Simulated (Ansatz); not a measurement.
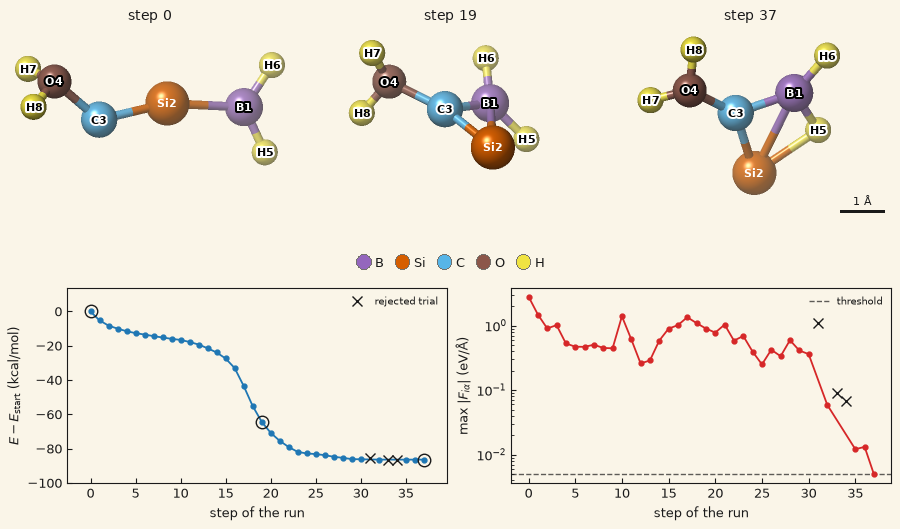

Frames of a relaxation of CH4BOSi (charge +1), marked on the history of the run. The picture is a ball-and-stick view, seen at a tilt.

Level of theory: RKS PBE0-D4/def2-TZVP in Ansatz. Settings: force threshold 0.005 eV/Å; at most 200 steps.

Describe the path.

Answer. After 34 accepted moves (37 points after the start) the energy has fallen by 86.4 kcal/mol. Largest force component: 2.8 eV/Å at the start, 0.0049 eV/Å at the end. The line search rejected the trial steps at points 31, 33, 34 of the run. The atom that moves furthest after the best rigid fit is H8 (2.01 Å). By element the largest moves are H 2.01 Å, Si 1.84 Å, B 1.38 Å, C 0.96 Å, O 0.87 Å. Among the contacts that change: B1–C3 3.599 → 1.436 Å, Si2–H5 2.685 → 1.770 Å, B1–Si2 1.905 → 2.221 Å, B1–H5 1.170 → 1.279 Å. New bonds form: B1–C3 (3.60 → 1.44 Å). Bond angles that change, for instance: B1–Si2–C3 164.9° → 40.2°, Si2–B1–H5 119.7° → 52.8°, Si2–B1–H6 121.2° → 163.9°. Cost: 2.7 min on 2 threads of Intel Xeon Platinum 8259CL @ 2.50GHz, with other jobs on the host. From step 0 to 19: Si and H atoms move most (2.05 Å), energy −64.3 kcal/mol. From step 19 to 37: H atoms move most (1.13 Å), energy −22.1 kcal/mol.

| step | E − E(0), kcal/mol | largest force component, eV/Å | note |
| --- | --- | --- | --- |
| 0 | 0.00 | 2.8084 |  |
| 1 | -5.21 | 1.4796 |  |
| 2 | -8.24 | 0.9031 |  |
| 3 | -10.01 | 1.0161 |  |
| 4 | -11.50 | 0.5283 |  |
| 5 | -12.64 | 0.4707 |  |
| 6 | -13.46 | 0.4680 |  |
| 7 | -14.38 | 0.5050 |  |
| 8 | -15.18 | 0.4501 |  |
| 9 | -15.96 | 0.4446 |  |
| 10 | -16.60 | 1.3932 |  |
| 11 | -17.78 | 0.6139 |  |
| 13 | -21.45 | 0.2881 |  |
| 14 | -23.90 | 0.5851 |  |
| 16 | -32.98 | 1.0150 |  |
| 17 | -43.36 | 1.3480 |  |
| 19 | -64.27 | 0.8993 |  |
| 20 | -70.73 | 0.7781 |  |
| 21 | -75.39 | 1.0358 |  |
| 23 | -81.85 | 0.6900 |  |
| 24 | -82.77 | 0.3944 |  |
| 26 | -83.77 | 0.4221 |  |
| 27 | -84.70 | 0.3350 |  |
| 28 | -85.33 | 0.5939 |  |
| 30 | -86.18 | 0.3614 |  |
| 31 | -85.71 | 1.0808 | rejected |
| 33 | -86.35 | 0.0898 | rejected |
| 34 | -86.35 | 0.0685 | rejected |
| 36 | -86.37 | 0.0132 |  |
| 37 | -86.37 | 0.0049 |  |
